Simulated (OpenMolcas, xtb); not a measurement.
# How methods differ on SiH3IO (SMILES O[SiH2]I)

SiH3IO: 6 atoms, total charge 0, spin state singlet. As SMILES, `O[SiH2]I`. The coordinates come from a GFN2-xTB relaxation. This is one conformer, not always the lowest.

```xyz
6

O    -1.2557   -0.3274    0.1030
Si    0.2319    0.2676    0.2748
I     1.8037   -1.0865   -1.0672
H    -1.6634   -0.5322   -0.7332
H     0.3583    1.6150   -0.2507
H     0.5252    0.0636    1.6734
```

Each level gives the dipole moment (D). The values are calculated.

| level | kind | program | value (D) |
| --- | --- | --- | --- |
| GFN2-xTB | semi-empirical | xtb | 5.07 |
| GFN0-xTB | semi-empirical | xtb | 3.28 |
| GFN1-xTB | semi-empirical | xtb | 1.86 |
| HF/STO-3G | Hartree–Fock | OpenMolcas | 2.59 |
| HF/3-21G | Hartree–Fock | OpenMolcas | 2.14 |
| HF/def2-SVP (core potential) | Hartree–Fock | OpenMolcas | 1.75 |
| HF/def2-TZVPP (RICD fitting, core potential) | Hartree–Fock | OpenMolcas | 1.63 |
| BP86/3-21G | GGA | OpenMolcas | 1.96 |
| TPSS/def2-SVP (core potential) | meta-GGA | OpenMolcas | 1.65 |
| PBE0/def2-SVP (core potential) | global hybrid | OpenMolcas | 1.63 |

All-electron rows without a relativistic Hamiltonian named are non-relativistic, while core potentials hold scalar relativity, so basis and relativity change together. The values span 1.63 to 5.07 D. Sets without polarisation functions give poor dipoles.

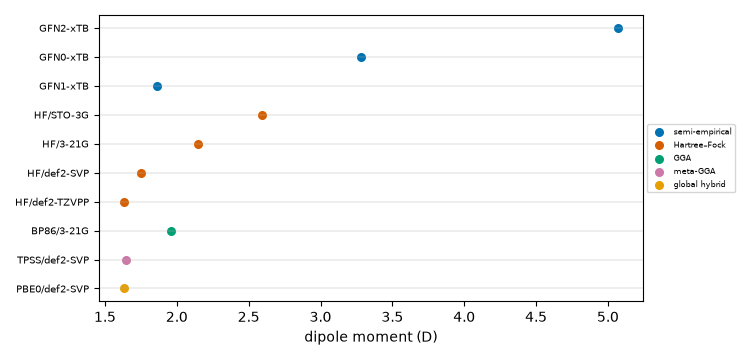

The values of the table, level by level.
